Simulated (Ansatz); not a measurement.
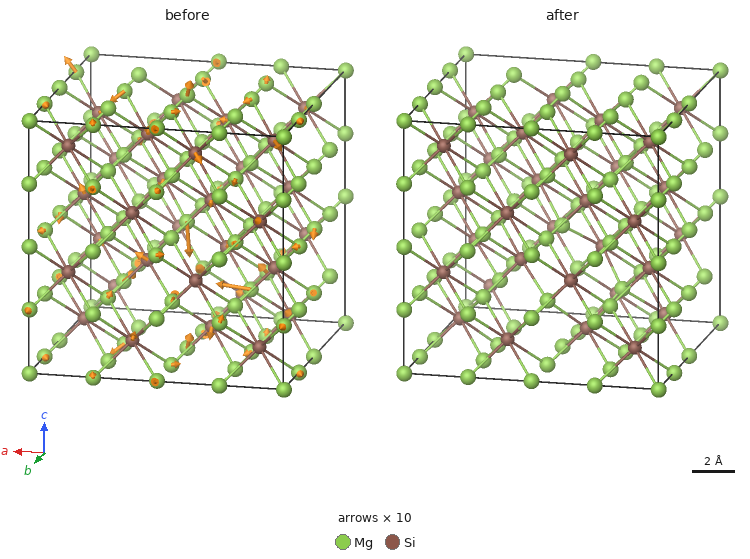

The structure of a defect cell of composition Mg63Si31 before (left) and after (right) a relaxation, at one scale. The orange arrows give the displacements, magnified 10 times.

The picture is a ball-and-stick view of the cell of the calculation (origin shifted), seen from a free direction.

These are results of DFT, PBEsol, PAW, plane waves in Ansatz 0.2.0, not measurements. Set-up: plane-wave cutoff 420 eV; k-point mesh 1 × 1 × 1; mesh shifted by (0.25, 0.25, 0.25); no spin polarisation; atoms relaxed in a fixed cell; force threshold 0.03 eV/Å; at most 80 steps.

Summarise the run.

Answer. The energy falls by 0.624 eV per cell of the calculation in 3 geometry steps. Largest force component: 0.53 eV/Å at the start, 0.024 eV/Å at the end. A Mg atom moves most: 0.19 Å roughly along −c. By element the largest moves are Mg 0.19 Å, Si 0.08 Å. The cell doesn't change. Some distances before and after: Mg–Si 2.789 → 2.657 Å, Mg–Si 2.700 → 2.827 Å, Mg–Si 2.805 → 2.691 Å, Mg–Si 2.754 → 2.641 Å. Bond angles that change, for instance: Si–Mg–Si 109.4° → 118.4°, Si–Mg–Si 110.0° → 118.3°, Si–Mg–Si 109.9° → 103.9°.
